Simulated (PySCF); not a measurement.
# C2H7BBrO− (SMILES COC[BH2-]Br) at 6 levels

Wanted: a comparison of 6 runs (HF/STO-3G, BLYP/6-31G, B3LYP/6-31G*, PBE0/def2-SVP, SVWN5/6-31G**, M06-2X/6-311G**) of C2H7BBrO−. Input form: a Python script.

The results are computed with PySCF 2.14.0.

## (1) The system as given

C2H7BBrO−: 12 atoms, total charge -1, spin state singlet. As SMILES, `COC[BH2-]Br`. Geometry: relaxed at GFN2-xTB. This is one conformer, not always the lowest.

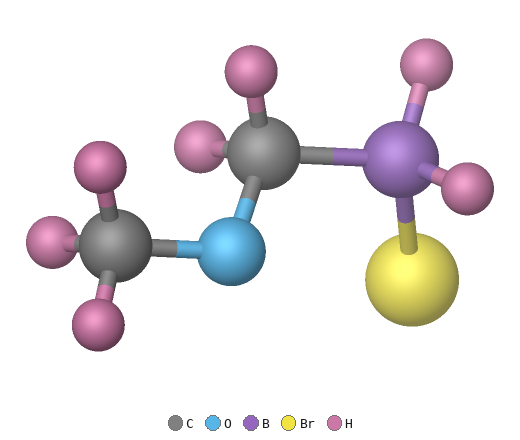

The structure, seen from a chosen angle (carbon grey, oxygen blue, boron purple, bromine yellow, hydrogen pink).

## (2) Energy and forces at HF/STO-3G (run 1)

Input file calc.py:

```python
import pyscf.grad
from pyscf import gto

system = gto.Mole()
system.atom = [
    ('C', (-0.700790, 1.668350, 0.733960)),
    ('O', (-0.591660, 0.288370, 0.650470)),
    ('C', (0.399940, -0.135560, -0.285040)),
    ('B', (0.533570, -1.765840, -0.387650)),
    ('Br', (-1.034930, -2.495770, -1.432680)),
    ('H', (-1.489860, 1.896840, 1.453960)),
    ('H', (0.242470, 2.132520, 1.073170)),
    ('H', (-0.962770, 2.117790, -0.239000)),
    ('H', (1.374820, 0.295170, 0.023920)),
    ('H', (0.169100, 0.320640, -1.267290)),
    ('H', (0.528290, -2.289030, 0.695140)),
    ('H', (1.531810, -2.033490, -1.018960)),
]
system.charge = -1
system.max_memory = 1860
system.basis = 'sto-3g'
system.verbose = 4
system.spin = 0
system.build()

hf = system.RHF()
hf.conv_tol = 1e-10
hf.kernel()
if not hf.converged:
    hf = hf.newton().run(hf.mo_coeff, hf.mo_occ)

e_final = hf.e_tot
print('E(%s) = %.9f' % ('HF', e_final))
grad = hf.Gradients().kernel()
hf.analyze()
```

Run with:

```bash
$ OMP_NUM_THREADS=1 python calc.py
```

What it wrote:

```text
PySCF version 2.14.0

[... 79 lines left out ...]
Nuclear Repulsion Energy =             300.610351758842455
[... 8 lines left out ...]
MO #3   energy= -57.4083714542006  occ= 2
[... 6 lines left out ...]
MO #10  energy= -7.10120657591281  occ= 2
[... 6 lines left out ...]
MO #17  energy= -1.90924656616347  occ= 2
[... 6 lines left out ...]
MO #24  energy= -0.432418344739054 occ= 2
[... 6 lines left out ...]
MO #31  energy= -0.149188659420481 occ= 2
[... 6 lines left out ...]
MO #38  energy= 0.832675670567861  occ= 0
[... 6 lines left out ...]
MO #45  energy= 1.05714201883842   occ= 0
[... 61 lines left out ...]
WARN: System has nonzero charge -1; the dipole moment is origin-dependent.
Location of origin: [0. 0. 0.]

Dipole moment(X, Y, Z, Debye):  1.12236,  9.08546,  2.68279
```

Run time: 8.1 s. Hardware: 1 thread of Intel Xeon at 2.50GHz (Skylake/Cascade Lake), shared host; peak memory 0.12 GiB.

## (3) Energy and forces at BLYP/6-31G (run 2)

Input file input.py:

```python
from pyscf import gto, dft

mol = gto.M(
    atom='''
C     -1.324301     3.152725     1.386983
O     -1.118075     0.544940     1.229210
C      0.755777    -0.256171    -0.538648
B      1.008301    -3.336954    -0.732552
Br    -1.955734    -4.716322    -2.707373
H     -2.815427     3.584508     2.747586
H      0.458202     4.029879     2.027997
H     -1.819372     4.002043    -0.451645
H      2.598033     0.557790     0.045202
H      0.319553     0.605922    -2.394831
H      0.998323    -4.325640     1.313624
H      2.894701    -3.842739    -1.925555
''',
    unit='bohr',
    basis='6-31g',
    spin=0,
    verbose=4,
    charge=-1,
    max_memory=1860,
)

mf = dft.RKS(mol, xc='blyp')
mf.grids.level = 5
mf.conv_tol = 1e-10
mf.kernel()
if not mf.converged:
    mf = mf.newton().run(mf.mo_coeff, mf.mo_occ)

etot = mf.e_tot
print('E(%s) = %.9f' % ('BLYP', etot))
grad = mf.nuc_grad_method().kernel()
dip = mf.dip_moment()
pop, q = mf.mulliken_pop()
```

Run with:

```bash
$ OMP_NUM_THREADS=1 python input.py
```

What it wrote:

```text
PySCF version 2.14.0

[... 86 lines left out ...]
converged SCF energy = -2754.20715887846
[... 14 lines left out ...]
WARN: System has nonzero charge -1; the dipole moment is origin-dependent.
[... 2 lines left out ...]
Dipole moment(X, Y, Z, Debye):  1.58951,  9.26983,  2.89962
[... 90 lines left out ...]
charge of   11H =     -0.15687
```

Run time: 76 s. Hardware: 1 thread of Intel Xeon at 2.50GHz (Skylake/Cascade Lake), shared host; peak memory 0.77 GiB.

Runs 3 to 5 aren't shown in full; the table further down has their settings and results.

## (4) Energy and forces at M06-2X/6-311G(d,p) (run 6)

Input file job.py:

```python
# COC[BH2-]Br
from pyscf import gto, dft

mol = gto.Mole()
mol.atom = [
    ('C', (-0.700790, 1.668350, 0.733960)),
    ('O', (-0.591660, 0.288370, 0.650470)),
    ('C', (0.399940, -0.135560, -0.285040)),
    ('B', (0.533570, -1.765840, -0.387650)),
    ('Br', (-1.034930, -2.495770, -1.432680)),
    ('H', (-1.489860, 1.896840, 1.453960)),
    ('H', (0.242470, 2.132520, 1.073170)),
    ('H', (-0.962770, 2.117790, -0.239000)),
    ('H', (1.374820, 0.295170, 0.023920)),
    ('H', (0.169100, 0.320640, -1.267290)),
    ('H', (0.528290, -2.289030, 0.695140)),
    ('H', (1.531810, -2.033490, -1.018960)),
]
mol.basis = '6-311g**'
mol.max_memory = 1860
mol.charge = -1
mol.verbose = 4
mol.build()

mf = dft.RKS(mol, xc='m06-2x')
mf.conv_tol = 1e-10
mf.grids.level = 5
mf.kernel()
if not mf.converged:
    mf = mf.newton().run(mf.mo_coeff, mf.mo_occ)

etot = mf.e_tot
print('E = %.10f Eh' % etot)
grad = mf.nuc_grad_method().kernel()
mf.analyze()
```

Run with:

```bash
$ OMP_NUM_THREADS=1 python job.py
```

What it wrote:

```text
PySCF version 2.14.0

[... 101 lines left out ...]
Two-electron Energy =                 1383.965453437475844
[... 21 lines left out ...]
MO #18  energy= -2.62618101794591  occ= 2
[... 19 lines left out ...]
MO #38  energy= 0.276499759640268  occ= 0
[... 19 lines left out ...]
MO #58  energy= 0.719528695583224  occ= 0
[... 19 lines left out ...]
MO #78  energy= 1.2742082467874    occ= 0
[... 19 lines left out ...]
MO #98  energy= 2.00989383908416   occ= 0
[... 19 lines left out ...]
MO #118 energy= 2.67255129918453   occ= 0
[... 19 lines left out ...]
MO #138 energy= 4.52591889340096   occ= 0
[... 19 lines left out ...]
MO #158 energy= 1021.01909116957   occ= 0
[... 174 lines left out ...]
WARN: System has nonzero charge -1; the dipole moment is origin-dependent.
Location of origin: [0. 0. 0.]

Dipole moment(X, Y, Z, Debye):  1.46530,  9.25195,  2.95959
```

Wall time 3.9 min (1 thread of Intel Xeon at 2.50GHz (Skylake/Cascade Lake), shared host); peak memory 1.9 GiB.

## (5) The series

| run | level | integration grid | energy (Eh) | HOMO energy (eV) | LUMO energy (eV) | HOMO–LUMO gap (eV) | wall time |
| --- | --- | --- | --- | --- | --- | --- | --- |
| 1 | HF/STO-3G | – | -2721.728695 | -1.14 | 19.48 | 20.62 | 8.1 s |
| 2 | BLYP/6-31G | 5 | -2754.207159 | -0.20 | 5.67 | 5.87 | 76 s |
| 3 | B3LYP/6-31G* (spherical functions) | 5 | -2754.435119 | -1.44 | 6.37 | 7.81 | 98 s |
| 4 | PBE0/def2-SVP | 5 | -2753.754207 | -1.59 | 5.58 | 7.17 | 1.8 min |
| 5 | SVWN5/6-31G** (spherical functions) | 5 | -2749.264820 | -0.48 | 5.49 | 5.97 | 71 s |
| 6 | M06-2X/6-311G** | 5 | -2754.701674 | -3.11 | 5.73 | 8.84 | 3.9 min |

## (6) Outcome

| quantity | value |
| --- | --- |
| run 6: total energy | -2754.70167 Eh |
| run 6: HOMO energy | -3.11 eV |
| run 6: LUMO energy | 5.73 eV |
| run 6: HOMO–LUMO gap (to an unbound level, set by the basis) | 8.84 eV |
| run 6: largest force on an atom | 1.408 eV/Å |

**Reading.** The HOMO–LUMO gap runs from 5.87 eV (BLYP/6-31G) to 20.62 eV (HF/STO-3G). The two ends differ in method and basis. The empty levels of an anion lie above zero and hang on the basis. Totals of different functionals can't be ranked against each other. In run 1 the basis is minimal, so the values are rough. All runs together took 10 min, the longest 3.9 min.
